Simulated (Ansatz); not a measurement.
# AgGeF3 (model cell, started as cubic perovskite with Ge in the octahedra): following an unstable mode, part 2 of 3

Wanted: the energy along a soft mode of AgGeF3 (model cell, started as cubic perovskite with Ge in the octahedra) and the structure at the end.

Ansatz 0.2.0; DFT PBEsol, scalar-relativistic, plane waves, PAW; PAW set soft_1.

So far, highest frequency on the path or at a solved wavevector (cm⁻¹): step 2 (phonons on a q mesh) 344. Also lowest frequency on the path (cm⁻¹): step 2 -190.

The structure was built from a prototype and need not be the compound's stable phase.

### 4. The mode frozen in, largest atomic shift 0.22 Å

The atoms are moved along the unstable eigenvector, the largest shift by 0.22 Å, with the cell fixed.

input.yaml

```yaml
crystal:
  lattice:
    - [4.2639971677, 0.0, 0.0]
    - [0.0, 4.2639971677, 0.0]
    - [0.0, 0.0, 4.2639971677]
  atoms:
    - { symbol: Ag, position: [-0.0006686472, 0.0006686472, 0.0006686472] }
    - { symbol: Ge, position: [0.5057208972, 0.4942791028, 0.4942791028] }
    - { symbol: F, position: [0.5146033985, 0.4853966015, 0.0472811054] }
    - { symbol: F, position: [0.5146033985, 0.0472811054, 0.4853966015] }
    - { symbol: F, position: [-0.0472811054, 0.4853966015, 0.4853966015] }
kpoints:
  mp_grid: { grid: [8, 8, 8] }
hamiltonian:
  xc: pbesol
  pseudopotentials: { kind: paw, azcp: { folder: soft_1 }, xc_functional: pbe }
scf:
  occupations: { method: methfessel_paxton, width: 0.2 }
output:
  forces: true
  stress: true
  eigenvalues: true
```

The run is started by

```
> ansatz run input.yaml --threads 4 --pin off --max-ram 16384MiB --backend cpu --events-out ev --progress --plain --runs-dir out
```

Numbers of over 12 decimals in the logs are rounded to 6 here.

What it wrote:

```text
[...]
Crystal: 5 atoms, lattice volume = 77.527 Å³
Basis set: ecut = 420 eV, 1503 PW (Γ), exchange–correlation on 60×60×60 points (8 copies of the dense FFT grid, shifted against one another)
Bands: 33, of which v1, the nominal top of the filled ones, is band 27 counted from 1 (26 counted from 0)
Symmetry: 6 space group operations
[...]
k-points: 65 of 512 (time reversal used)
[...]
k-point 0: bands = [... 23 lower, 3.3960, 3.5362, 3.5362, 3.5750, 7.0733, 13.6813, 13.6813, 14.1481, ... 2 higher]
  k-point 1: bands = [... 23 lower, 3.5259, 3.5463, 3.5963, 3.6672, 7.2118, 13.2548, 13.6997, 14.0643, ... 2 higher]
  k-point 2: bands = [... 23 lower, 3.6043, 3.7168, 3.7258, 4.3783, 7.5620, 12.3294, 13.7594, 14.0490, ... 2 higher]
  k-point 64: bands = [... 23 lower, 3.4777, 3.6388, 3.6388, 7.9152, 8.4567, 10.8601, 10.8601, 12.0234, ... 2 higher]
[key lines of the parts left out:]
SCF converged after 12 iterations
Free energy (F): -14175.693830 eV
Fermi energy:    7.408667 eV
P = ⅓ Tr σ = 2.9386 GPa (29.386 kbar)
```

Elapsed: 4.8 s, on 4 threads of Arm Neoverse V2, shared host; peak memory 0.37 GiB.

This step gave:

| Property | Result |
| --- | --- |
| pressure | 2.939 GPa |
| energy from the undistorted cell | -14.11 meV/atom |

The energy, extrapolated to zero smearing, is -14.11 meV/atom against the undistorted cell.

The run ends at a pressure of 2.94 GPa, with forces up to 0.51 eV/Å.

### 5. Energy along the mode, all amplitudes (two of the runs are shown above)

An imaginary frequency means negative curvature, so the energy should fall and then rise again as anharmonic terms take over.

Numbers from this step:

| Item | Value |
| --- | --- |
| depth at the lowest point sampled | 14.11 meV/atom |
| largest atomic shift at that point | 0.22 Å |

Energy from the parent against largest atomic shift:

```
largest atomic shift (Å)  energy from the parent (meV/atom)
                   0.000                                  0
                   0.040                              -1.24
                   0.080                              -4.64
                   0.140                              -11.4
                   0.220                              -14.1
                   0.320                               24.5
```

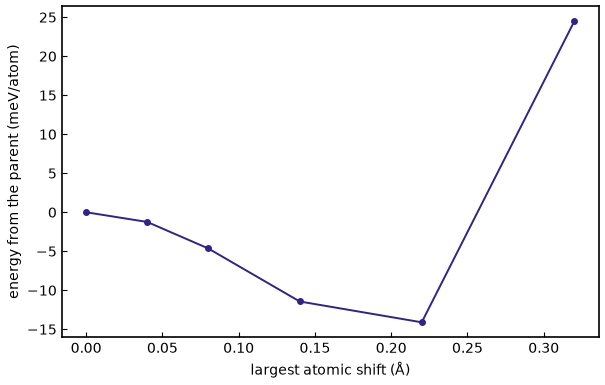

Energy from the parent, plotted against largest atomic shift.

Displacement at unit largest shift by atom:

```
atom   x (Å)   y (Å)   z (Å)   size
 Ag1  -0.013   0.013   0.013  0.023
 Ge2   0.111  -0.111  -0.111  0.192
  F3   0.283  -0.283   0.916  1.000
  F4   0.283   0.916  -0.283  1.000
  F5  -0.916  -0.283  -0.283  1.000
```

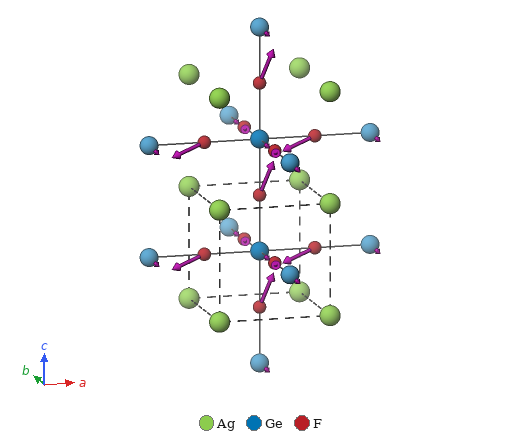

Displacement at unit largest shift as arrows, the longest 1.000 Å. 1×1×2 cells are drawn. Some periodic images of atoms are drawn too.

The lowest of the steps tried is at 0.22 Å, 14.1 meV/atom below the parent; the bottom of the well need not coincide with a step.

### 6. Relaxation from the frozen mode

Starting from the lowest point found, all atoms and the cell are let go, so that strain and other modes of the same symmetry can join in.

Changes to input.yaml since step 4:

```diff
@@ -22 +22,10 @@
   eigenvalues: true
+  write_density: true
+  write_potential: true
+  elf: true
+  volumetric_format: npy
+relax:
+  adjacent_minimum: "off"
+  f_tol: 0.002
+  max_steps: 120
+  cell: { stress_tol: 0.03 }
```

What it wrote:

```text
[...]
Crystal: 5 atoms, lattice volume = 77.527 Å³
Basis set: ecut = 420 eV, 1503 PW (Γ), exchange–correlation on 60×60×60 points (8 copies of the dense FFT grid, shifted against one another)
Bands: 33, of which v1, the nominal top of the filled ones, is band 27 counted from 1 (26 counted from 0)
Symmetry: 6 space group operations
[...]
k-points: 65 of 512 (time reversal used)
[...]
SCF iter   1: F=—  HF=-14183.947585 eV  |F-HF|=—  |Δ(HF+E_count)|=         —  Δρ=2.09e-1  dr2=3.33e1  ethr=3.10e-3  ⟨swp⟩=5.3  Hψ=7980  notcnv=0  defer=1
[...]
SCF iter  12: F=-14175.693830 eV  HF=-14175.693830 eV  |F-HF|=1.08e-8  |Δ(HF+E_count)|=   3.11e-8  S|Δr|=    0.00e0  Δρ=5.53e-6  dr2=2.21e-8  ethr=1.85e-10  ⟨swp⟩=14.1  Hψ=13504  notcnv=0
SCF 1 converged in 12 iterations: F = -14175.693830 eV  dr2 = 2.21e-8
[...]
relax step   1: F+E_penalty+E_count = -14175.69382975 eV  Δ(F+E_penalty+E_count) = +0.000e0 eV  max|allowed force component| = 2.925e-1 eV/Å  Δτ_max = 0.0000 Å  P = +2.939 GPa  Ω = 77.527 Å³  (12 SCF iters, dr2 threshold 1.00e-7 eV, accepted)
Crystal: 5 atoms, lattice volume = 80.384 Å³
Basis set: ecut = 420 eV, 1569 PW (Γ), exchange–correlation on 60×60×60 points (8 copies of the dense FFT grid, shifted against one another)
[...]
SCF iter   8: F=-14175.785258 eV  HF=-14175.785259 eV  |F-HF|=1.24e-7  |Δ(HF+E_count)|=   3.30e-7  S|Δr|=    0.00e0  Δρ=2.03e-5  dr2=4.93e-7  ethr=9.26e-10  ⟨swp⟩=11.3  Hψ=15621  notcnv=0
SCF 2 converged in 8 iterations: F = -14175.785258 eV  dr2 = 4.93e-7
relax step   2: F+E_penalty+E_count = -14175.78525846 eV  Δ(F+E_penalty+E_count) = -9.143e-2 eV  max|allowed force component| = 1.922e-1 eV/Å  Δτ_max = 0.0384 Å  P = +0.454 GPa  Ω = 80.384 Å³  energy of the carried Pulay correction = -5.574e-3 eV  (8 SCF iters, dr2 threshold 5.00e-7 eV, accepted)
Crystal: 5 atoms, lattice volume = 81.371 Å³
Basis set: ecut = 420 eV, 1591 PW (Γ), exchange–correlation on 60×60×60 points (8 copies of the dense FFT grid, shifted against one another)
[...]
SCF iter   7: F=-14176.016721 eV  HF=-14176.016722 eV  |F-HF|=2.39e-7  |Δ(HF+E_count)|=   2.89e-7  S|Δr|=    0.00e0  Δρ=2.31e-5  dr2=3.16e-7  ethr=9.26e-10  ⟨swp⟩=10.4  Hψ=16344  notcnv=0
SCF 3 converged in 7 iterations: F = -14176.016721 eV  dr2 = 3.16e-7
relax step   3: F+E_penalty+E_count = -14176.01672132 eV  Δ(F+E_penalty+E_count) = -2.315e-1 eV  max|allowed force component| = 1.017e-1 eV/Å  Δτ_max = 0.0934 Å  P = -1.723 GPa  Ω = 81.371 Å³  energy of the carried Pulay correction = -7.453e-3 eV  (7 SCF iters, dr2 threshold 5.00e-7 eV, accepted)
[... from here on, the SCF cycles and remarks between the steps are left out ...]
relax step   4: F+E_penalty+E_count = -14176.23641156 eV  Δ(F+E_penalty+E_count) = -2.197e-1 eV  max|allowed force component| = 1.420e-1 eV/Å  Δτ_max = 0.0560 Å  P = -1.778 GPa  Ω = 79.623 Å³  energy of the carried Pulay correction = -4.109e-3 eV  (7 SCF iters, dr2 threshold 5.00e-7 eV, accepted)
relax step   5: F+E_penalty+E_count = -14176.48599372 eV  Δ(F+E_penalty+E_count) = -2.496e-1 eV  max|allowed force component| = 4.280e-1 eV/Å  Δτ_max = 0.0680 Å  P = -1.816 GPa  Ω = 77.232 Å³  energy of the carried Pulay correction = +5.873e-4 eV  (7 SCF iters, dr2 threshold 5.00e-7 eV, accepted)
relax step   6: F+E_penalty+E_count = -14176.79908520 eV  Δ(F+E_penalty+E_count) = -3.131e-1 eV  max|allowed force component| = 4.502e-1 eV/Å  Δτ_max = 0.1145 Å  P = -1.415 GPa  Ω = 74.316 Å³  energy of the carried Pulay correction = +6.514e-3 eV  (8 SCF iters, dr2 threshold 5.00e-7 eV, accepted)
relax step   7: F+E_penalty+E_count = -14176.85160699 eV  Δ(F+E_penalty+E_count) = -5.252e-2 eV  max|allowed force component| = 8.303e-1 eV/Å  Δτ_max = 0.1933 Å  P = +3.580 GPa  Ω = 70.848 Å³  energy of the carried Pulay correction = +1.387e-2 eV  (8 SCF iters, dr2 threshold 5.00e-7 eV, accepted)
relax step   8: F+E_penalty+E_count = -14176.72372466 eV  Δ(F+E_penalty+E_count) = +1.279e-1 eV  max|allowed force component| = 9.545e-1 eV/Å  Δτ_max = 0.1916 Å  P = +2.513 GPa  Ω = 75.697 Å³  energy of the carried Pulay correction = +3.678e-3 eV  (8 SCF iters, dr2 threshold 5.00e-7 eV, rejected (line search))
relax step   9: F+E_penalty+E_count = -14176.93961451 eV  Δ(F+E_penalty+E_count) = -8.801e-2 eV  max|allowed force component| = 8.663e-2 eV/Å  Δτ_max = 0.0958 Å  P = +0.346 GPa  Ω = 73.323 Å³  energy of the carried Pulay correction = +8.585e-3 eV  (11 SCF iters, accepted)
relax step  10: F+E_penalty+E_count = -14176.93966459 eV  Δ(F+E_penalty+E_count) = -5.007e-5 eV  max|allowed force component| = 7.280e-2 eV/Å  Δτ_max = 0.0071 Å  P = -0.122 GPa  Ω = 73.859 Å³  energy of the carried Pulay correction = +7.463e-3 eV  (6 SCF iters, dr2 threshold 4.90e-7 eV, accepted)
relax step  11: F+E_penalty+E_count = -14176.94078322 eV  Δ(F+E_penalty+E_count) = -1.119e-3 eV  max|allowed force component| = 1.123e-2 eV/Å  Δτ_max = 0.0126 Å  P = +0.035 GPa  Ω = 73.844 Å³  energy of the carried Pulay correction = +7.495e-3 eV  (5 SCF iters, dr2 threshold 3.31e-7 eV, accepted)
relax step  12: F+E_penalty+E_count = -14176.94064223 eV  Δ(F+E_penalty+E_count) = +1.410e-4 eV  max|allowed force component| = 1.660e-2 eV/Å  Δτ_max = 0.0045 Å  P = +0.028 GPa  Ω = 73.885 Å³  energy of the carried Pulay correction = +7.409e-3 eV  (6 SCF iters, dr2 threshold 7.88e-9 eV, rejected (line search))
relax step  13: F+E_penalty+E_count = -14176.94074329 eV  Δ(F+E_penalty+E_count) = +3.993e-5 eV  max|allowed force component| = 3.609e-3 eV/Å  Δτ_max = 0.0022 Å  P = +0.012 GPa  Ω = 73.890 Å³  energy of the carried Pulay correction = +7.399e-3 eV  (8 SCF iters, accepted)
relax step  14: F+E_penalty+E_count = -14176.94070619 eV  Δ(F+E_penalty+E_count) = +3.710e-5 eV  max|allowed force component| = 2.396e-4 eV/Å  Δτ_max = 0.0010 Å  P = +0.001 GPa  Ω = 73.911 Å³  energy of the carried Pulay correction = +7.356e-3 eV  (6 SCF iters, dr2 threshold 8.14e-10 eV, accepted)
relax step  15: F+E_penalty+E_count = -14177.07665611 eV  Δ(F+E_penalty+E_count) = -1.359e-1 eV  max|allowed force component| = 7.648e-3 eV/Å  Δτ_max = 0.0000 Å  P = +2.407 GPa  Ω = 73.911 Å³  stress off target by 3.64e0 GPa  SCF on the basis re-selected at this cell (its energy is not comparable with the rows above)  (9 SCF iters)
relax step  16: F+E_penalty+E_count = -14177.13868424 eV  Δ(F+E_penalty+E_count) = -6.203e-2 eV  max|allowed force component| = 2.722e-2 eV/Å  Δτ_max = 0.0232 Å  P = +1.348 GPa  Ω = 77.087 Å³  energy of the carried Pulay correction = -6.918e-3 eV  (6 SCF iters, dr2 threshold 5.00e-7 eV, accepted)
relax step  17: F+E_penalty+E_count = -14177.15446732 eV  Δ(F+E_penalty+E_count) = -1.578e-2 eV  max|allowed force component| = 2.280e-2 eV/Å  Δτ_max = 0.0300 Å  P = +0.115 GPa  Ω = 80.858 Å³  energy of the carried Pulay correction = -1.467e-2 eV  (7 SCF iters, dr2 threshold 5.00e-7 eV, accepted)
relax step  18: F+E_penalty+E_count = -14177.15431714 eV  Δ(F+E_penalty+E_count) = +1.502e-4 eV  max|allowed force component| = 8.012e-3 eV/Å  Δτ_max = 0.0041 Å  P = +0.016 GPa  Ω = 81.059 Å³  energy of the carried Pulay correction = -1.509e-2 eV  (5 SCF iters, dr2 threshold 1.00e-7 eV, accepted)
relax step  19: F+E_penalty+E_count = -14177.15429305 eV  Δ(F+E_penalty+E_count) = +2.409e-5 eV  max|allowed force component| = 4.763e-3 eV/Å  Δτ_max = 0.0013 Å  P = -0.026 GPa  Ω = 81.088 Å³  energy of the carried Pulay correction = -1.514e-2 eV  (5 SCF iters, dr2 threshold 2.02e-8 eV, accepted)
relax step  20: F+E_penalty+E_count = -14177.15432036 eV  Δ(F+E_penalty+E_count) = -2.732e-5 eV  max|allowed force component| = 3.189e-4 eV/Å  Δτ_max = 0.0003 Å  P = +0.000 GPa  Ω = 81.075 Å³  energy of the carried Pulay correction = -1.512e-2 eV  (5 SCF iters, dr2 threshold 3.56e-9 eV, accepted)
relax step  21: F+E_penalty+E_count = -14177.19034699 eV  Δ(F+E_penalty+E_count) = -3.603e-2 eV  max|allowed force component| = 9.018e-4 eV/Å  Δτ_max = 0.0000 Å  P = +0.718 GPa  Ω = 81.075 Å³  stress off target by 9.67e-1 GPa  SCF on the basis re-selected at this cell (its energy is not comparable with the rows above)  (8 SCF iters)
relax step  22: F+E_penalty+E_count = -14177.19534626 eV  Δ(F+E_penalty+E_count) = -4.999e-3 eV  max|allowed force component| = 1.885e-3 eV/Å  Δτ_max = 0.0129 Å  P = +0.379 GPa  Ω = 82.972 Å³  energy of the carried Pulay correction = -4.202e-3 eV  (6 SCF iters, dr2 threshold 5.00e-7 eV, accepted)
relax step  23: F+E_penalty+E_count = -14177.18680454 eV  Δ(F+E_penalty+E_count) = +8.542e-3 eV  max|allowed force component| = 2.276e-2 eV/Å  Δτ_max = 0.0268 Å  P = -0.153 GPa  Ω = 86.761 Å³  energy of the carried Pulay correction = -1.549e-2 eV  (7 SCF iters, dr2 threshold 5.00e-7 eV, accepted)
relax step  24: F+E_penalty+E_count = -14177.19224887 eV  Δ(F+E_penalty+E_count) = -5.444e-3 eV  max|allowed force component| = 4.289e-3 eV/Å  Δτ_max = 0.0100 Å  P = -0.026 GPa  Ω = 85.481 Å³  energy of the carried Pulay correction = -1.120e-2 eV  (7 SCF iters, dr2 threshold 7.88e-8 eV, accepted)
relax step  25: F+E_penalty+E_count = -14177.19250126 eV  Δ(F+E_penalty+E_count) = -2.524e-4 eV  max|allowed force component| = 3.580e-4 eV/Å  Δτ_max = 0.0004 Å  P = +0.003 GPa  Ω = 85.402 Å³  energy of the carried Pulay correction = -1.095e-2 eV  (6 SCF iters, dr2 threshold 1.15e-9 eV, accepted)
relax step  26: F+E_penalty+E_count = -14177.20530833 eV  Δ(F+E_penalty+E_count) = -1.281e-2 eV  max|allowed force component| = 5.314e-4 eV/Å  Δτ_max = 0.0000 Å  P = +0.069 GPa  Ω = 85.402 Å³  stress off target by 1.44e-1 GPa  SCF on the basis re-selected at this cell (its energy is not comparable with the rows above)  (8 SCF iters)
relax step  27: F+E_penalty+E_count = -14177.20426523 eV  Δ(F+E_penalty+E_count) = +1.043e-3 eV  max|allowed force component| = 3.872e-3 eV/Å  Δτ_max = 0.0051 Å  P = +0.010 GPa  Ω = 86.170 Å³  energy of the carried Pulay correction = -1.530e-3 eV  (6 SCF iters, dr2 threshold 5.22e-8 eV, accepted)
relax step  28: F+E_penalty+E_count = -14177.20393970 eV  Δ(F+E_penalty+E_count) = +3.255e-4 eV  max|allowed force component| = 4.381e-4 eV/Å  Δτ_max = 0.0013 Å  P = -0.003 GPa  Ω = 86.334 Å³  energy of the carried Pulay correction = -1.873e-3 eV  (7 SCF iters, dr2 threshold 9.37e-10 eV, accepted)
[...]
SCF iter   6: F=-14177.205860 eV  HF=-14177.205860 eV  |F-HF|=0.00e0  |Δ(HF+E_count)|=  1.46e-11  S|Δr|=    0.00e0  Δρ=7.05e-8  dr2=2.67e-12  ethr=1.00e-12  ⟨swp⟩=5.1  Hψ=8915  notcnv=0
SCF 29 converged in 6 iterations: F = -14177.205860 eV  dr2 = 2.67e-12
relax step  29: F+E_penalty+E_count = -14177.20585953 eV  Δ(F+E_penalty+E_count) = -1.920e-3 eV  max|allowed force component| = 4.088e-4 eV/Å  Δτ_max = 0.0000 Å  P = +0.004 GPa  Ω = 86.334 Å³  stress off target by 2.61e-2 GPa  SCF on the basis re-selected at this cell (its energy is not comparable with the rows above)  (6 SCF iters)
[...]
SCF converged after 6 iterations
[...]
Free energy (F): -14177.205860 eV
[...]
Internal energy: -14177.205860 eV  (E = F + TS)
E sigma→0 (E₀):  -14177.205860 eV
Fermi energy:    5.820741 eV
[...]
--- Forces (eV/Å), atoms counted from 1 ---
  atom   1  Ag    -0.00039665     0.00039665     0.00039665
  atom   2  Ge     0.00040877    -0.00040877    -0.00040877
  atom   3  F      0.00008379    -0.00008379     0.00018004
  atom   4  F      0.00008379     0.00018004    -0.00008379
  atom   5  F     -0.00018004    -0.00008379    -0.00008379
  max |Σ_I F_I| component: 3.49e-7 eV/Å
--- Stress (GPa, compression-positive) ---
        0.004441       0.015286       0.015286
        0.015286       0.004441      -0.015286
        0.015286      -0.015286       0.004441
  P = ⅓ Tr σ = 0.0044 GPa (0.044 kbar)
--- Band table (eV; the first three rows and the last of 65) ---
  k-point 0: bands = [... 23 lower, 2.2310, 2.4385, 2.4385, 2.8025, 8.5692, 10.7258, 10.7258, 11.7538, ... 2 higher]
  k-point 1: bands = [... 23 lower, 2.2242, 2.4446, 2.4934, 2.8904, 8.4179, 10.4869, 10.7412, 12.1717, ... 2 higher]
  k-point 2: bands = [... 23 lower, 2.2233, 2.4503, 2.6019, 3.1537, 8.0653, 10.2310, 10.7867, 12.4774, ... 2 higher]
  k-point 64: bands = [... 23 lower, 2.1320, 2.3366, 2.3366, 4.0534, 8.6598, 9.1063, 9.1063, 11.7168, ... 2 higher]
--- Relaxed structure (25 steps of the walk, 23 accepted, 4 SCFs on fresh bases) ---
  F+E_penalty+E_count = -14177.20585953 eV   max|allowed force component| = 4.088e-4 eV/Å   (the final SCF, on the basis selected at the relaxed cell)
  cell:  # Å, volume = 86.3341 Å³
    - [4.545124, 0.708673, 0.708673]
    - [0.708673, 4.545124, -0.708673]
    - [0.708673, -0.708673, 4.545124]
  atoms:
    - { symbol: Ag, position: [0.027882, -0.027882, -0.027882] }
    - { symbol: Ge, position: [0.467591, 0.532409, 0.532409] }
    - { symbol: F, position: [0.549355, 0.450645, 0.107205] }
    - { symbol: F, position: [0.549355, 0.107205, 0.450645] }
    - { symbol: F, position: [-0.107205, 0.450645, 0.450645] }
```

It took 2.2 min on 4 threads; peak memory 0.41 GiB; 8.5 min of CPU time.

[end of part 2 of 3]

[Logs are printed without paths, hosts, clocks, repeated set-up lines and the standing remarks that a program may print on its own settings, such as how far it seeks lower states.]

[Hosts, paths, dates, database ids (printed as entryN), source tags and the programs' standing remarks are cut or masked in the printed files.]
